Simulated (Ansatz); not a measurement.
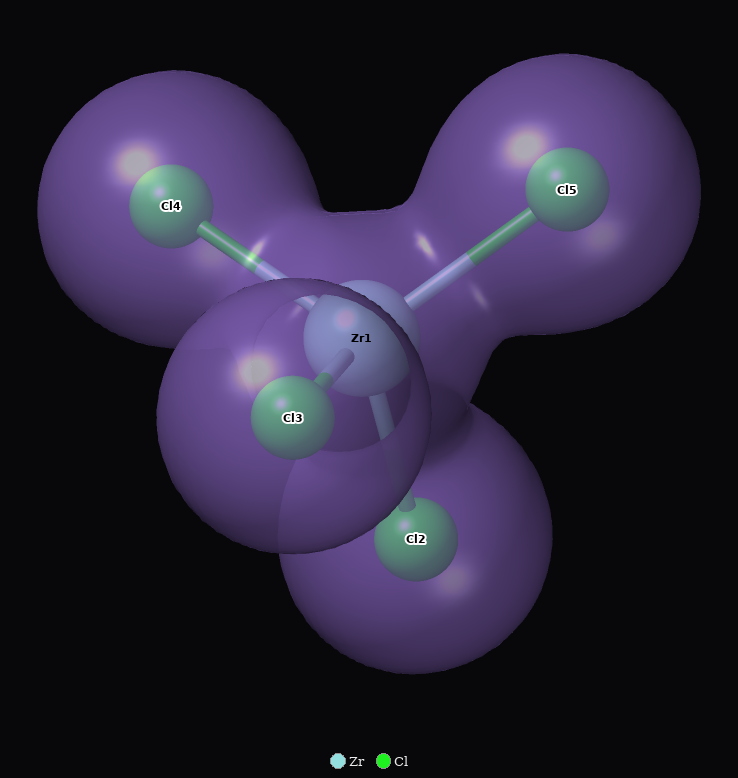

Cl4Zr. Isosurface of the electron density at 0.2 e/Å³ (purple), seen at an oblique angle.

Core potentials replace the inner electrons of Zr.

Method: RHF/def2-SVP in Ansatz 0.2.0.

Input file:

```
crystal:
  periodic: [false, false, false]
  atoms:
    - { symbol: Zr, position_ang: [0.0, 0.0, 0.0] }
    - { symbol: Cl, position_ang: [0.0, 0.0, 2.52] }
    - { symbol: Cl, position_ang: [2.3764, 0.0, -0.8392] }
    - { symbol: Cl, position_ang: [-1.1869, 2.0563, -0.8392] }
    - { symbol: Cl, position_ang: [-1.1869, -2.0563, -0.8392] }
basis:
  gaussian: { orbitals: def2-SVP }
hamiltonian:
  xc: hf
relax:
  f_tol: 0.02
  max_steps: 40
output:
  orbitals: {}
```

Run with:

```sh
ansatz run input.yaml --threads 1 --pin off --max-ram 2048MiB --backend cpu --events-out ev --progress --plain --runs-dir out
```

The fields are those of the run's last geometry, not of the input's.

Question: How is the density connected at this value?

Answer: At this value the surface is in one piece. It bridges the sampled Zr–Cl (2.35 Å) contacts, where the density stays above the isovalue. On the grid the lowest density along these lines, outside the cores, is 0.58 e/Å³ (Zr–Cl, 2.35 Å).
